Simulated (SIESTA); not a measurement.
Band structure of SiMo₃ (Pm-3n, 8 atoms in the cell).

```
SiMo3
1.0
    4.87063     0.00000     0.00000
    0.00000     4.87063     0.00000
    0.00000     0.00000     4.87063
Si Mo
2 6
Direct
  0.50000   0.50000   0.50000
  0.00000   0.00000   0.00000
  0.00000   0.50000   0.25000
  0.00000   0.50000   0.75000
  0.25000   0.00000   0.50000
  0.75000   0.00000   0.50000
  0.50000   0.25000   0.00000
  0.50000   0.75000   0.00000
```

Method: SIESTA with GGA PBE, numerical atomic orbitals DZP, PseudoDojo PBE standard norm-conserving potentials (rewritten from UPF to PSML).

Settings: XC.functional = GGA; XC.authors = PBE; potentials = PseudoDojo PBE standard; PAO.BasisSize = DZP; PAO.EnergyShift = 0.01 Ry; MeshCutoff = 300 Ry; kgrid.MonkhorstPack = 5 5 5; OccupationFunction = MP; OccupationMPOrder = 0; ElectronicTemperature = 2320.9 K; MaxSCFIterations = 150; SCF.Mixer.Method = Broyden; SCF.Mixer.Weight = 0.25; SCF.Mixer.History = 6.

The starting cell comes from a database of computed structures (which also holds hypothetical and non-ambient phases and stackings), without a prior relaxation at this level. Its lattice was rescaled by a random factor within 2.5 % of one. Spin polarisation is off. Values carry the incompleteness of an atom-centred basis.

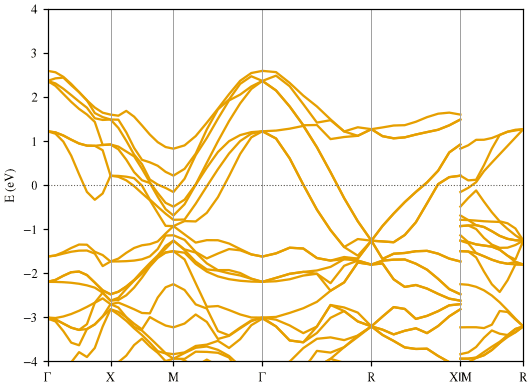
*Bands along the path, energies from the Fermi level.*

Levels in eV from the Fermi level, bands 43 to 48:
```json
[
 {"point": "Γ", "43": "-1.62", "44": "-1.62", "45": "1.22", "46": "1.22", "47": "1.22", "48": "2.37"},
 {"point": "X", "43": "-1.73", "44": "-1.73", "45": "0.22", "46": "0.22", "47": "0.92", "48": "0.92"},
 {"point": "M", "43": "-1.14", "44": "-0.93", "45": "-0.93", "46": "-0.78", "47": "-0.69", "48": "-0.49"},
 {"point": "R", "43": "-1.26", "44": "-1.26", "45": "-1.26", "46": "-1.26", "47": "-1.26", "48": "-1.26"}
]
```

Bands cross the Fermi level along this path, so the cell is metallic at this level.

Higher empty bands are left out: an atom-centred basis made for the valence describes them poorly.
